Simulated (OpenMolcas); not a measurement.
**Run report: Au³⁺ complex, multiconfigurational calculation (part 2 of 2)**

The same run, continued: Au³⁺ with 6 ligands (OH; octahedron, 2.18 Å), neutralised by 6 outer point charges of +0.5 e, whose field is part of the energies. Method: state-averaged CASSCF, active space 8 electrons in the shell 5d, basis ANO-RCC-VTZP on the metal and ANO-RCC-VDZP on the ligands, DKH2 scalar Hamiltonian, spin-orbit coupling by RASSI with atomic mean-field integrals (OpenMolcas).

**Log (extracts), continued**
```
--- RASSI ---
SPIN-FREE ENERGIES:
  (Shifted by EMIN (a.u.) =     -19447.1038849712)

 SF State       Relative EMIN(au)   Rel lowest level(eV)    D:o, cm**(-1)

     1             0.0000000000        0.0000000000              0.0000
    11             0.0491732754        1.3380729890          10792.2865
    12             0.0491732754        1.3380729890          10792.2865
     2             0.0900571575        2.4505800958          19765.2614
     3             0.0900571575        2.4505800958          19765.2614
    13             0.0902212227        2.4550445392          19801.2696
     4             0.0903299105        2.4580020833          19825.1238
     5             0.1218932182        3.3168834413          26752.4691
     7             0.1251652692        3.4059204846          27470.6013
     6             0.1251652692        3.4059204846          27470.6013
    14             0.1376180886        3.7447789634          30203.6793
    15             0.1376180886        3.7447789634          30203.6793
    16             0.1388284868        3.7777155768          30469.3310
    17             0.1546773861        4.2089860965          33947.7623
    18             0.1546773861        4.2089860965          33947.7623
    19             0.1547871965        4.2119741891          33971.8629
     9             0.1981386283        5.3916267440          43486.4024
     8             0.1981386283        5.3916267440          43486.4024
    10             0.2029376314        5.5222142707          44539.6618
    20             0.2418157183        6.5801409116          53072.4156
    21             0.2456156829        6.6835432157          53906.4115
    22             0.2456156829        6.6835432157          53906.4115
    23             0.2468818213        6.7179965960          54184.2967
    24             0.2468818213        6.7179965960          54184.2967
    25             0.3251468869        8.8476975268          71361.4931
     Dipole printing threshold changed to   1.00000000E+00
Eigenvalues of complex Hamiltonian:
   -----------------------------------
  (Shifted by EMIN (a.u.) =     -19447.1038849712)

 SO State       Relative EMIN(au)   Rel lowest level(eV)    D:o, cm**(-1)

     1            -0.0121461444        0.0000000000              0.0000
     2            -0.0120362232        0.0029911079             24.1249
     3            -0.0120362232        0.0029911079             24.1249
     4             0.0308268978        1.1693560503           9431.4926
     5             0.0308268978        1.1693560497           9431.4926
     6             0.0687306058        2.2007684888          17750.3949
     7             0.0709416757        2.2609347660          18235.6687
     8             0.0709416757        2.2609347657          18235.6687
     9             0.0721184772        2.2929571650          18493.9468
    10             0.0721184771        2.2929571640          18493.9468
    11             0.0727620497        2.3104696641          18635.1946
    12             0.0868371236        2.6934719375          21724.3163
    13             0.0868371236        2.6934719370          21724.3163
    14             0.0880255111        2.7258096078          21985.1372
    15             0.1016616153        3.0968669062          24977.9161
    16             0.1238829828        3.7015411226          29854.9426
    17             0.1239472395        3.7032896360          29869.0453
    18             0.1239472396        3.7032896366          29869.0453
    19             0.1249094749        3.7294733953          30080.2315
    20             0.1249094749        3.7294733952          30080.2315
    21             0.1263743927        3.7693358391          30401.7438
    22             0.1309732118        3.8944760818          31411.0680
    23             0.1377142496        4.0779090644          32890.5547
    24             0.1377142496        4.0779090648          32890.5547
    25             0.1384279884        4.0973308866          33047.2023
    26             0.1396248910        4.1299002670          33309.8921
    27             0.1396248911        4.1299002677          33309.8921
    28             0.1585841743        4.6458086457          37470.9738
    29             0.1587504416        4.6503330108          37507.4652
    30             0.1587504416        4.6503330112          37507.4652
    31             0.1867897131        5.4133204575          43661.3740
    32             0.1989818288        5.7450848277          46337.2341
    33             0.2018694630        5.8236613566          46970.9965
    34             0.2018694630        5.8236613565          46970.9965
    35             0.2107250172        6.0646332617          48914.5660
    36             0.2107250172        6.0646332606          48914.5660
    37             0.2120050705        6.0994652877          49195.5053
    38             0.2135705352        6.1420637523          49539.0851
    39             0.2135705353        6.1420637537          49539.0851
    40             0.2560540777        7.2980998360          58863.1449
    41             0.2576871472        7.3425379204          59221.5622
Weights of the five most important spin-orbit-free states for each spin-orbit state.

 SO State  Total energy (au)           Spin-free states, spin, and weights
 -------------------------------------------------------------------------------------------------------
    1        -0.012146       1 1.0  0.9032    2 1.0  0.0396    3 1.0  0.0396   16 0.0  0.0142   20 0.0  0.0012
    2        -0.012036       1 1.0  0.9040    3 1.0  0.0387    4 1.0  0.0374   14 0.0  0.0141    2 1.0  0.0017
    3        -0.012036       1 1.0  0.9040    2 1.0  0.0387    4 1.0  0.0374   15 0.0  0.0141    3 1.0  0.0017
    4         0.030827      12 0.0  0.7597    2 1.0  0.0708    4 1.0  0.0570    3 1.0  0.0459   11 0.0  0.0265
    5         0.030827      11 0.0  0.7597    3 1.0  0.0708    4 1.0  0.0570    2 1.0  0.0459   12 0.0  0.0265
    6         0.068731      13 0.0  0.6681    5 1.0  0.1120    6 1.0  0.1039    7 1.0  0.1039    9 1.0  0.0031
    7         0.070942       3 1.0  0.3298    4 1.0  0.2995    5 1.0  0.1651    2 1.0  0.0996   18 0.0  0.0222
    8         0.070942       2 1.0  0.3298    4 1.0  0.2995    5 1.0  0.1651    3 1.0  0.0996   17 0.0  0.0222
    9         0.072118       3 1.0  0.3101    2 1.0  0.2994    7 1.0  0.1626    6 1.0  0.0605   11 0.0  0.0572
   10         0.072118       2 1.0  0.3101    3 1.0  0.2994    6 1.0  0.1626    7 1.0  0.0605   12 0.0  0.0572
   11         0.072762       4 1.0  0.5456    2 1.0  0.1230    3 1.0  0.1230    6 1.0  0.0612    7 1.0  0.0612
   12         0.086837       4 1.0  0.2840    3 1.0  0.2590    6 1.0  0.0884    2 1.0  0.0853   15 0.0  0.0841
```

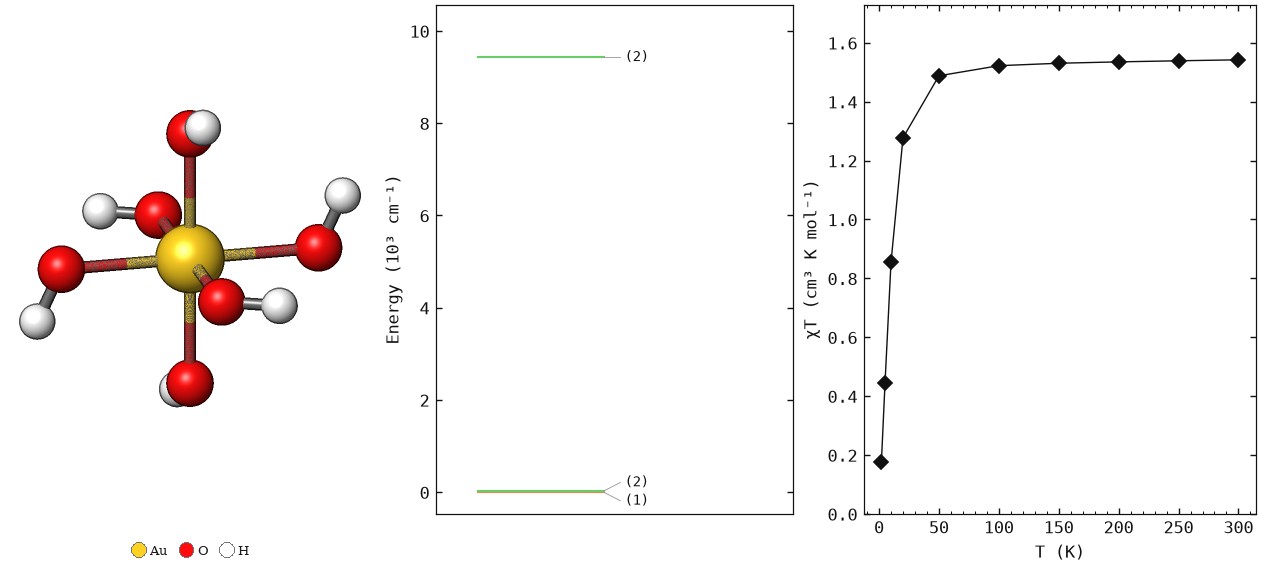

Figure 2. Au³⁺ (5d⁸) with 6 ligands, OH⁻, at 2.18 Å (arrangement: octahedron, Ci), neutralised by outer point charges of +0.5 e, and its levels and susceptibility. Labels give the representation in O, Td, D4 or D3 as the site allows (double group for half-integer spin) where it could be assigned and, in brackets, the degeneracy; spin-free states, where drawn, share the zero of the spin-orbit levels. Powder susceptibility by Van Vleck's formula. The ground level is non-degenerate, 98 % from states of spin multiplicity 3. The next level lies at 24 cm⁻¹. χT is 0.178 cm³ K mol⁻¹ at 2 K and 1.54 at 300 K, an effective moment of 3.51 μB. The active orbitals hold 73 to 92 % metal character (Löwdin), and the Mulliken charge of the metal is +1.80.

Outcome of the run: converged.
